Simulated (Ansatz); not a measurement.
# Si2H3F3 (SMILES F[Si](F)(F)[SiH3]), run twice

Wanted: a geometry optimisation of Si2H3F3, r2SCAN-rVV10/3-21G (density fitting with def2-universal-jkfit).

The calculation is run with Ansatz 0.2.0.

3 further runs of the same task are left out: 2 that didn't finish, 1 set aside as unsound or not needed.

**1. The structure to begin with**

Si2H3F3 has 8 atoms, charge 0, and is taken as a singlet. SMILES: `F[Si](F)(F)[SiH3]`. The coordinates come from a PBE0-D4/def2-TZVP relaxation. The run starts from this shape.

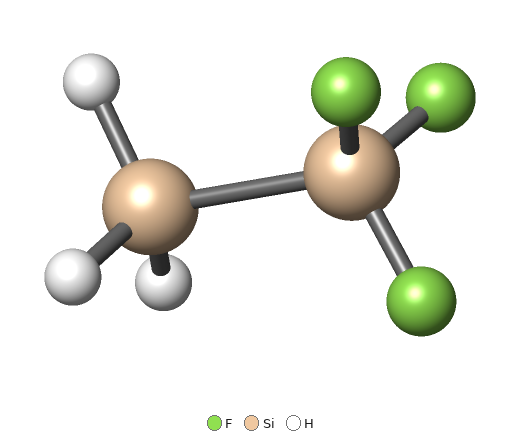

The structure, seen from a chosen angle (fluorine green, silicon light orange, hydrogen white).

**2. First attempt**

run.yaml reads:

```yaml
crystal:
  periodic: [true, true, true]
  atoms:
    - {symbol: F, position_ang: [1.310500, -1.060500, 1.504800]}
    - {symbol: Si, position_ang: [0.534400, -0.990500, 0.128500]}
    - {symbol: F, position_ang: [-0.479300, -2.204500, 0.107900]}
    - {symbol: F, position_ang: [1.595600, -1.255900, -1.013900]}
    - {symbol: Si, position_ang: [-0.550700, 1.050400, -0.152600]}
    - {symbol: H, position_ang: [-1.525600, 1.227900, 0.951900]}
    - {symbol: H, position_ang: [0.460600, 2.135800, -0.122800]}
    - {symbol: H, position_ang: [-1.253300, 1.040400, -1.459500]}
basis:
  gaussian: {orbitals: 3-21G.json, fitting: {mean_field: def2-universal-jkfit}}
hamiltonian: {xc: r2scan, dispersion: rvv10}
relax: {max_steps: 20, max_displacement: 0.05}
```

Started as:

```sh
ansatz run run.yaml --threads 1 --pin off --max-ram 2610MiB --events-out events.jsonl --progress --plain --runs-dir runs
```

What it wrote:

```text
Error: YAML parse error: error: line 2 column 3: crystal: missing field `lattice` (a structure is typed as `lattice` and `atoms`, a molecule's as `atoms` in Å alone, or read from a run's directory, `checkpoint`)
 --> <input>:2:3
  |
1 | crystal:
2 |   periodic: [true, true, true]
  |   ^ crystal: missing field `lattice` (a structure is typed as `lattice` and `atoms`, a molecule's as `atoms` in Å alone, or read from a run's directory, `checkpoint`)
3 |   atoms:
4 |     - {symbol: F, position_ang: [1.310500, -1.060500, 1.504800]}
  |
```

It took 0.02 s on 1 thread of Intel Xeon Platinum 8488C (Sapphire Rapids), shared host.

**3. What went wrong**

The input was rejected.

The log says `Error: YAML parse error: error: line 2 column 3: crystal: missing field 'lattice'`. The fault: the molecule is declared periodic without a cell.

**4. Second attempt**

Edit run.yaml of step 2 so:

```diff
@@ -1,3 +1,3 @@
 crystal:
-  periodic: [true, true, true]
+  periodic: [false, false, false]
   atoms:
@@ -14,2 +14,3 @@
 hamiltonian: {xc: r2scan, dispersion: rvv10}
-relax: {max_steps: 20, max_displacement: 0.05}
+relax: {max_displacement: 0.05}
+output: {orbitals: {seedname: orbitals}}
```

The basis set 3-21G is read from a file made from the Basis Set Exchange's data (not shown).

Started as:

```sh
ansatz run run.yaml --threads 1 --pin off --max-ram 2610MiB --events-out events.jsonl --progress --plain --runs-dir runs
```

What it wrote:

```text
Warning: RAYON_NUM_THREADS=1 ignored (pool sized by the plan → 1); use --threads N
The last accepted step is kept in runs//last_step.txt (removed where the run ends without a failure and the disk answers)
[... 58 lines left out ...]
Total energy: -23822.41056643 eV, -875.4574409066 hartree
[... 8 lines left out ...]
Dipole moment:    -0.267645     0.503487    -0.069273 e Å
```

Run time: 29 s. Hardware: 1 thread of Intel Xeon Platinum 8488C (Sapphire Rapids), shared host; peak memory 0.15 GiB.

Step by step:

| step | energy from the first frame kept (eV) | largest force (eV/Å) |
| --- | --- | --- |
| 1 | 0.0000 | 3.1319 |
| 2 | -0.1340 | 1.6114 |
| 3 | -0.1525 | 0.8007 |
| 4 | -0.1855 | 0.0690 |
| 5 | -0.1866 | 0.0109 |
| 6 | -0.1867 | 0.0190 |
| 7 | -0.1867 | 0.0040 |

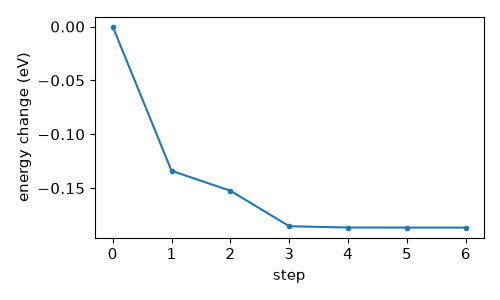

Energy along the run.

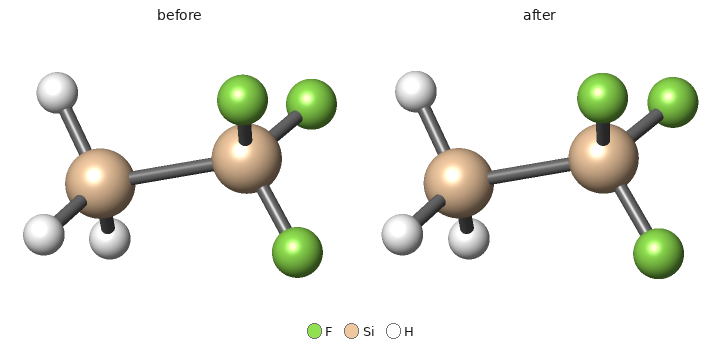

Before and after, at one scale.

After the run. Bond lengths: F1–Si2 1.635 Å, Si2–F3 1.635 Å, Si2–F4 1.635 Å, Si2–Si5 2.303 Å, Si5–H6 1.494 Å, Si5–H7 1.494 Å, Si5–H8 1.494 Å. Some angles: F1–Si2–F3 105.1°, F1–Si2–F4 105.1°, F1–Si2–Si5 113.6°, F3–Si2–F4 105.1°, F3–Si2–Si5 113.6°, F4–Si2–Si5 113.6°, Si2–Si5–H6 108.4°, Si2–Si5–H7 108.4°, Si2–Si5–H8 108.4°, H6–Si5–H7 110.5°.

**5. What came out**

Level: r2SCAN-rVV10/3-21G (density fitting with def2-universal-jkfit).

| quantity | value |
| --- | --- |
| total energy at the end | -875.45744 Eh |
| dipole moment | 2.76 D |
| HOMO energy | -8.51 eV |
| LUMO energy | -0.46 eV |
| HOMO–LUMO gap | 8.05 eV |

**Reading.** The optimisation took 6 steps and changed the energy by -0.187 eV.
